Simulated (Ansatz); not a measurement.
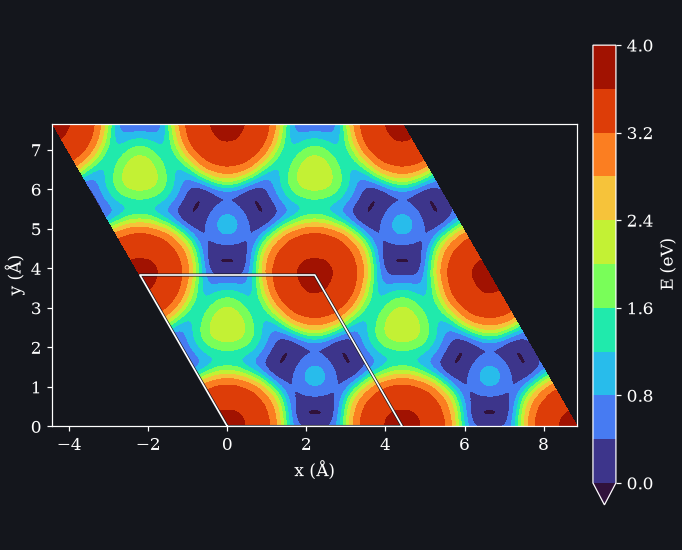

C on a Mo(111) slab cut from the Im-3m phase, its upper half relaxed before the scan (6 atoms of substrate and one adsorbate in a 1 × 1 cell). C is moved over the surface cell; relaxed at each place: the height of the adsorbate's atoms; substrate rigid; the origin of the map has the adsorbate above Mo6. Places are given modulo a cell vector. The map is drawn in real space over the plane of the surface. The scan uses a 9 × 9 grid; 19 points were computed and 62 follow by symmetry. All energies are given in eV relative to the lowest grid point. With one adsorbate in each 1 × 1 cell, its nearest image is 4.4 Å away, so neighbouring adsorbates interact. The calculation used DFT PBEsol, scalar-relativistic, plane waves, PAW in Ansatz. Settings: cutoff 420 eV, k-mesh 6×6×1, gaussian smearing 0.1 eV, no spin polarisation.

Drawn: filled contours, the outline of one cell of the 2 × 2 shown. Between grid points the surface is interpolated.

The lowest grid point is at (5/9, 1/9) of the cell vectors [nearest 1 Mo at 2.05 Å]; the map holds 3 wells of about this depth. It is the only kind of minimum in the scanned range. The highest grid point, the top site over a surface Mo atom, (0/9, 0/9) of the cell vectors, lies 3.62 eV above the lowest. On the interpolated surface the easiest way out of the lowest well to a well of about the same depth near (5/9, 4/9) of the cell vectors [nearest 1 Mo at 2.05 Å] passes a barrier of about 0.42 eV. At the lowest point the adsorbate has 1 Mo at 2.05 Å as nearest neighbours, at the highest 1 Mo at 1.74 Å. Its relaxed height above the top atom is 0.35 Å at the lowest and 1.74 Å at the highest point.

C is replaced by Si; all else is set up alike.

How does the landscape change?

Answer. The minimum (interpolated where it lies between grid points) moves from about (0.56, 0.09) of the cell vectors to a threefold hollow over a third-layer Mo atom, (6/9, 3/9) of the cell vectors. The span from the lowest to the highest grid point stays at about 3.6 eV. The easiest pass out of the lowest well goes from about 0.42 to about 1.8 eV on the interpolated surfaces. In the new map: at the lowest point the adsorbate has 1 Mo at 2.45 Å as nearest neighbours, at the highest 1 Mo at 2.33 Å. Its relaxed height above the top atom is 0.87 Å at the lowest and 2.33 Å at the highest point.

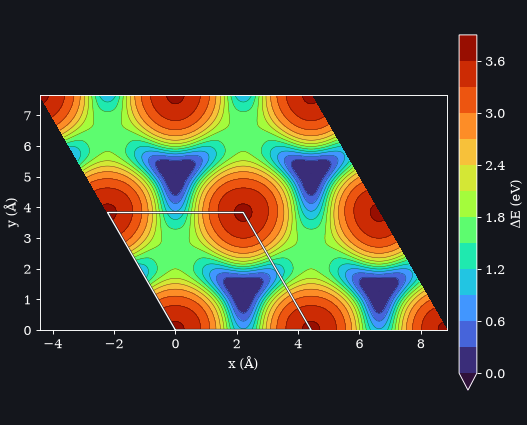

The map after the change, on a colour scale of its own. The picture shows filled contours, the outline of one cell of the 2 × 2 shown. Between grid points the surface is interpolated.

PAW datasets: the set soft_1.
